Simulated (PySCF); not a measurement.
C2H14OSi4 (SMILES CCO[SiH2][SiH]([SiH3])[SiH3])

```xyz
21

C     3.1165   -0.3335    1.0625
C     2.4395   -0.2922   -0.2987
O     1.0881    0.0433   -0.2152
Si    0.4088    1.4614    0.2017
Si   -1.7641    0.8170   -0.2123
Si   -2.0662   -0.0812   -2.3431
Si   -2.6665   -0.5219    1.4690
H     2.5761   -1.0076    1.7228
H     3.1229    0.6586    1.5070
H     4.1404   -0.6818    0.9577
H     2.9525    0.4278   -0.9482
H     2.4881   -1.2796   -0.7720
H     1.0057    2.5447   -0.6000
H     0.7595    1.8402    1.5830
H    -2.5384    2.0862   -0.1676
H    -3.4783   -0.2429   -2.7081
H    -1.4698    0.7240   -3.4155
H    -1.4662   -1.4140   -2.4629
H    -4.0950   -0.7976    1.2830
H    -2.0127   -1.8329    1.5427
H    -2.5495    0.0538    2.8138
```

Geometry: GFN2-xTB.

Level of theory: PySCF, PBE0/pcSseg-1, SCF density, gas phase, non-relativistic.

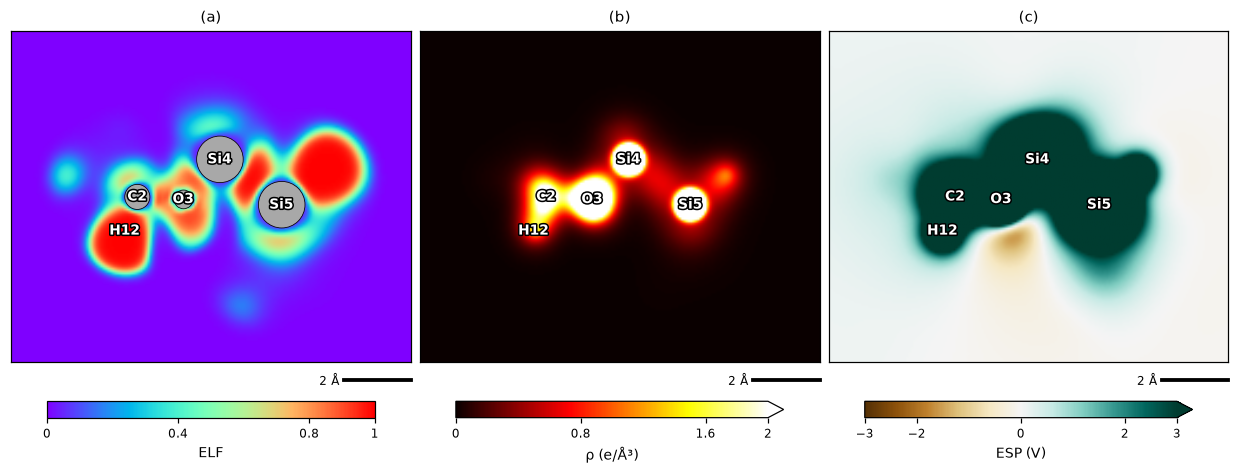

Figure 1. (a) ELF; (b) electron density; (c) molecular electrostatic potential on the plane of atoms O3, Si4 and Si5. Grey discs cover the atomic cores in the ELF map.

Question: Describe what can be read from this map.

Answer:
- The section cuts through C, O, Si and H sites.
- C–O (1.39 Å): ρ at the midpoint is about 2.1 e/Å³, with its minimum of 1.8 e/Å³ about 0.5 Å from C; the ELF peaks at about 0.90 between the atoms; a polar covalent bond.
- Si–O (1.63 Å): ρ is about 1.2 e/Å³ halfway; the ELF peaks at about 0.85 between the atoms: a short, strongly polar bond.
- Si–Si (2.30 Å): the density is about 0.67 e/Å³ at the midpoint; the ELF peaks at about 1 between the atoms, as expected for a covalent bond.
- C–H (1.10 Å): ρ at the midpoint is about 2 e/Å³; the ELF climbs to about 1 towards the hydrogen, as it does in any bond to H; a covalent bond by its length.
- The ELF also peaks beside O3, away from the bonds: lone-pair regions.
- Outside the dense part of the molecule the potential is most negative (−1.5 V) near O3.

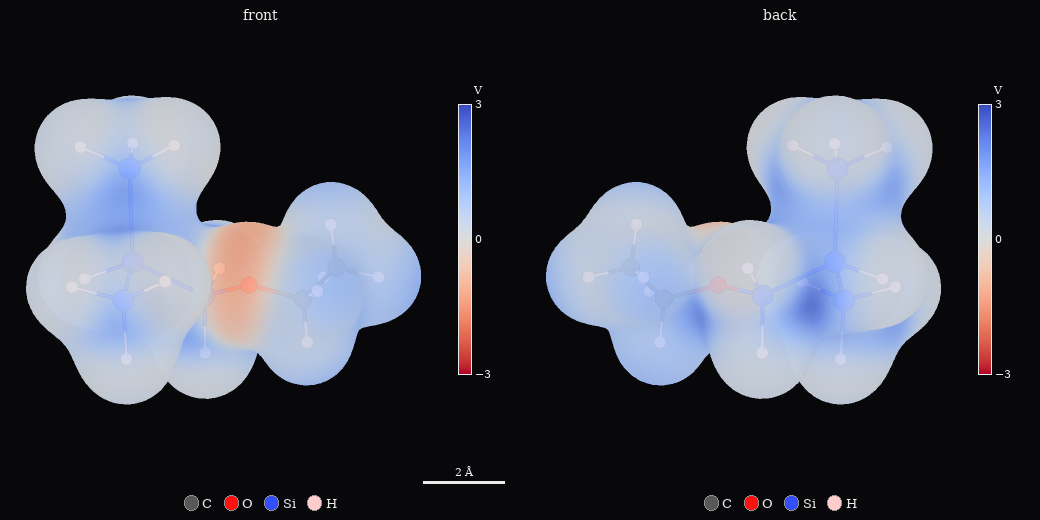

Figure 2. The electrostatic potential painted on the density surface at 0.004 e/bohr³, seen from the front and from behind; red is negative and blue positive.

Question: Which sites attract a positive test charge, and which a negative one?

Answer: A positive charge is drawn to the negative regions and a negative charge to the positive ones. The most negative region (about −1.2 V, or −28 kcal/mol for a unit charge) lies over O3, the most positive (about +2.0 V, or +46 kcal/mol for a unit charge) over Si4. O3 is the likeliest acceptor of a hydrogen bond.

Question: How polar is the molecule by this calculation?

Answer: Its dipole moment is 1.58 D.
